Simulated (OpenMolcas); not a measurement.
# One shape, several levels: singlet [Si2NH6]+

Aim: a comparison of 6 runs (HF/cc-pVDZ, B3LYP/6-31G*, BLYP/cc-pVDZ, M06-2X/cc-pVDZ, r2SCAN/cc-pVDZ, MP2/cc-pVDZ) of singlet [Si2NH6]+. 

The calculation is run with OpenMolcas 26.06.

1 further run of the same task is left out (set aside as unsound or not needed).

**1. The system as given**

The species is [Si2NH6]+ (9 atoms), meant as a singlet with charge +1. SMILES of the parent species: `[SiH2]N[SiH3]`. Geometry: relaxed at PBE0-D4/def2-TZVP. This is one conformer, not always the lowest. That shape belongs to the parent species and isn't relaxed for this state.

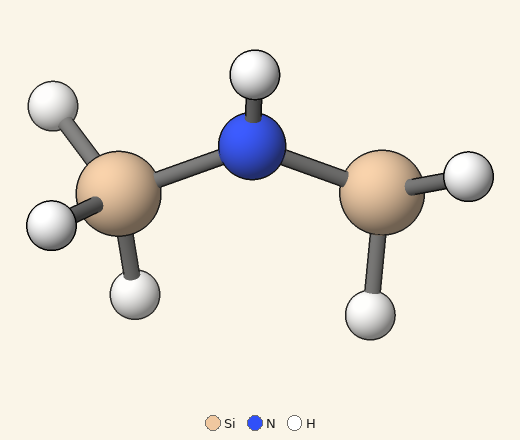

Viewed from a chosen angle; silicon light orange, nitrogen blue, hydrogen white.

**2. A single-point energy at HF/cc-pVDZ (run 1)**

The input, mol.xyz:

```xyz
9

Si    -1.200900     0.925300    -0.948400
N      0.196900     0.625800     0.025200
Si     0.611700    -0.820500     0.880200
H     -1.616500    -0.372000    -1.554500
H     -0.842900     1.913400    -2.010900
H      0.764100     1.439300     0.222200
H      1.982600    -1.276500     0.525400
H     -0.378200    -1.853400     0.488500
H      0.571600    -0.627700     2.355400
```

The input, run.input:

```
* H6NSi2 Hartree-Fock

&GATEWAY
  BasLib=$CurrDir
  Coord=mol.xyz
  Basis=cc-pVDZ
  Group=NoSym

&SEWARD

&SCF
  Charge=1
  Thresholds=1e-10 1e-07 1e-07 1e-05
  PrOrbitals=0
```

The basis set cc-pVDZ is read from a file made from the Basis Set Exchange's data (not shown).

Started as:

```console
$ export MOLCAS_MEM=1860
$ pymolcas run.input > run.log
```

The program printed:

```text
--- Start Module: gateway ---
[...]
--- Stop Module: gateway /rc=_RC_ALL_IS_WELL_ ---
--- Start Module: seward ---
[...]
      Basis functions           80
--- Stop Module: seward /rc=_RC_ALL_IS_WELL_ ---
[...]
--- Start Module: scf ---
[...]
       Convergence after  16 Iterations
[...]
::    Total SCF energy                               -635.5280224338
[...]
      Total spin, S                                     0.0000000000
[...]
      Total electronic charge=   40.000000
      Total            charge=    1.000000
[...]
      Dipole Moment (debye):
      Origin of the operator (angstrom)=   -0.1742    0.1436   -0.0201
                   X= -3.2961E+00               Y=  3.5842E+00               Z= -2.2474E+00           Total=  5.3630E+00
      Center of Charge (angstrom)
[...]
--- Stop Module: scf /rc=_RC_ALL_IS_WELL_ ---
[...]
```

Wall time 8.1 s (1 thread of Intel Xeon Platinum 8259CL at 2.50GHz (Skylake/Cascade Lake), shared host); peak memory 0.45 GiB.

**3. The energy at B3LYP/6-31G(d) (Cartesian functions) (run 2)**

The input, calc.inp:

```
* H6NSi2 Kohn-Sham DFT
>>> EXPORT MOLCAS_PRINT=2
&GATEWAY
BASLIB=$CurrDir
COORD
9
angstrom
Si      -1.200900       0.925300      -0.948400
N        0.196900       0.625800       0.025200
Si       0.611700      -0.820500       0.880200
H       -1.616500      -0.372000      -1.554500
H       -0.842900       1.913400      -2.010900
H        0.764100       1.439300       0.222200
H        1.982600      -1.276500       0.525400
H       -0.378200      -1.853400       0.488500
H        0.571600      -0.627700       2.355400
BASIS=6-31Gs
GROUP=NoSym
&SEWARD
GRIDINPUT
Grid=UltraFine
End of Grid
&SCF
CHARGE=1
KSDFT=B3LYP
THRESHOLDS=1e-10 1e-07 1e-07 1e-05
PRORBITALS=1 1
```

The basis set 6-31G* is read from a file made from the Basis Set Exchange's data (not shown).

Started as:

```console
$ export MOLCAS_MEM=1860
$ pymolcas calc.inp > calc.log
```

The program printed:

```text
--- Start Module: gateway ---
[...]
--- Stop Module: gateway /rc=_RC_ALL_IS_WELL_ ---
--- Start Module: seward ---
[...]
      Basis functions           65
--- Stop Module: seward /rc=_RC_ALL_IS_WELL_ ---
[...]
--- Start Module: scf ---
[...]
       Convergence after  18 Iterations
[...]
::    Total KS-DFT energy                            -637.0543431184
[...]
      Total spin, S                                     0.0000000000
[...]
      Total electronic charge=   40.000000
      Total            charge=    1.000000
[...]
      Dipole Moment (debye):
      Origin of the operator (angstrom)=   -0.1742    0.1436   -0.0201
                   X= -2.2154E+00               Y=  3.0080E+00               Z= -1.7296E+00           Total=  4.1168E+00
      Center of Charge (angstrom)
[...]
--- Stop Module: scf /rc=_RC_ALL_IS_WELL_ ---
[...]
```

Wall time 30 s (1 thread of Intel Xeon Platinum 8259CL at 2.50GHz (Skylake/Cascade Lake), shared host); peak memory 0.4 GiB.

Run 3 isn't shown in full; the table further down has it.

**4. The energy at M06-2X/cc-pVDZ (run 4)**

mol.xyz is that of step 2.

The input, test.input:

```
&GATEWAY
BasLib=$CurrDir
Coord=mol.xyz
Basis=cc-pVDZ
Group=NoSym
&SEWARD
GridInput
Grid=UltraFine
End of Grid
&SCF
Charge=1
KSDFT=M062X
Thresholds=1e-10 1e-07 1e-07 1e-05
PrOrbitals=1 1
```

The basis set cc-pVDZ is read from a file made from the Basis Set Exchange's data (not shown).

Started as:

```console
$ export MOLCAS_MEM=1860
$ pymolcas test.input > test.log
```

The program printed:

```text
--- Start Module: gateway ---
[...]
--- Stop Module: gateway /rc=_RC_ALL_IS_WELL_ ---
--- Start Module: seward ---
[...]
      Basis functions           80
--- Stop Module: seward /rc=_RC_ALL_IS_WELL_ ---
[...]
--- Start Module: scf ---
[...]
       Convergence after  17 Iterations
[...]
::    Total KS-DFT energy                            -636.9610752140
[...]
      Total spin, S                                     0.0000000000
[...]
      Total electronic charge=   40.000000
      Total            charge=    1.000000
[...]
      Dipole Moment (debye):
      Origin of the operator (angstrom)=   -0.1742    0.1436   -0.0201
                   X= -2.5199E+00               Y=  3.0689E+00               Z= -1.9762E+00           Total=  4.4354E+00
      Center of Charge (angstrom)
[...]
--- Stop Module: scf /rc=_RC_ALL_IS_WELL_ ---
[...]
```

It took 61 s on 1 thread of Intel Xeon Platinum 8259CL at 2.50GHz (Skylake/Cascade Lake), shared host; peak memory 0.45 GiB.

Run 5 isn't shown in full; the table further down has it.

**5. A single-point energy at MP2/cc-pVDZ (run 6)**

The input, run.input:

```
* H6NSi2 MP2
&GATEWAY
BasLib = $CurrDir
Coord
9
angstrom
Si      -1.200900       0.925300      -0.948400
N        0.196900       0.625800       0.025200
Si       0.611700      -0.820500       0.880200
H       -1.616500      -0.372000      -1.554500
H       -0.842900       1.913400      -2.010900
H        0.764100       1.439300       0.222200
H        1.982600      -1.276500       0.525400
H       -0.378200      -1.853400       0.488500
H        0.571600      -0.627700       2.355400
Basis = cc-pVDZ
Group = NoSym
&SEWARD
&SCF
Charge = 1
Thresholds = 1e-10 1e-07 1e-07 1e-05
PrOrbitals = 1 1
&MBPT2
Frozen = 11
```

The basis set cc-pVDZ is read from a file made from the Basis Set Exchange's data (not shown).

Started as:

```console
$ export MOLCAS_MEM=1860
$ pymolcas run.input > run.log
```

The program printed:

```text
--- Start Module: gateway ---
[...]
--- Stop Module: gateway /rc=_RC_ALL_IS_WELL_ ---
[...]
      Basis functions           80
[...]
--- Start Module: scf ---
[...]
       Convergence after  16 Iterations
[...]
::    Total SCF energy                               -635.5280224338
[...]
      Total spin, S                                     0.0000000000
[...]
      Total electronic charge=   40.000000
      Total            charge=    1.000000
[...]
      Dipole Moment (debye):
      Origin of the operator (angstrom)=   -0.1742    0.1436   -0.0201
                   X= -3.2961E+00               Y=  3.5842E+00               Z= -2.2474E+00           Total=  5.3630E+00
      Center of Charge (angstrom)
[...]
--- Stop Module: scf /rc=_RC_ALL_IS_WELL_ ---
[...]
--- Start Module: mbpt2 ---
[...]
WARNING!
Default frozen orbitals as non valence orbitals is overwritten by user input.
Default values:   5
[...]
       Reference weight ( Cref**2 )         =        0.87307
::    Total MBPT2 energy                             -635.8915658624
[...]
      Total MBPT2 calculations                           0.34      0.39
--- Stop Module: mbpt2 /rc=_RC_ALL_IS_WELL_ ---
[...]
```

It took 9.3 s on 1 thread of Intel Xeon Platinum 8259CL at 2.50GHz (Skylake/Cascade Lake), shared host; peak memory 0.45 GiB.

**6. Overview of the runs**

```csv
run,level,Cartesian functions,integration grid,energy (Eh),HOMO energy (eV),LUMO energy (eV),HOMO–LUMO gap (eV),wall time
1,HF/cc-pVDZ,no,–,-635.528022,-16.38,-6.44,9.95,8.1 s
2,B3LYP/6-31G* (Cartesian functions),yes,UltraFine,-637.054343,-13.42,-9.79,3.63,30 s
3,BLYP/cc-pVDZ,no,UltraFine,-637.007956,-12.36,-10.16,2.20,50 s
4,M06-2X/cc-pVDZ,no,UltraFine,-636.961075,-14.65,-8.69,5.95,61 s
5,r2SCAN/cc-pVDZ,no,UltraFine,-636.950778,-12.74,-10.27,2.47,74 s
6,MP2/cc-pVDZ,no,–,-635.891566,-16.38,-6.44,9.95,9.3 s
```

**7. Outcome**

```
                                           quantity          value
                                run 6: total energy  -635.89157 Eh
         run 6: HOMO energy (Hartree–Fock orbitals)      -16.38 eV
         run 6: LUMO energy (Hartree–Fock orbitals)       -6.44 eV
       run 6: HOMO–LUMO gap (Hartree–Fock orbitals)        9.95 eV
run 6: correlation energy (11 core orbitals frozen)     -363.5 mEh
```

What this shows: Over runs 1, 2, 3, 4, 5 the HOMO–LUMO gap runs from 2.20 eV (BLYP/cc-pVDZ) to 9.95 eV (HF/cc-pVDZ). Exact exchange widens orbital gaps. Totals of different functionals can't be ranked against each other. All runs together took 3.9 min, the longest 74 s.
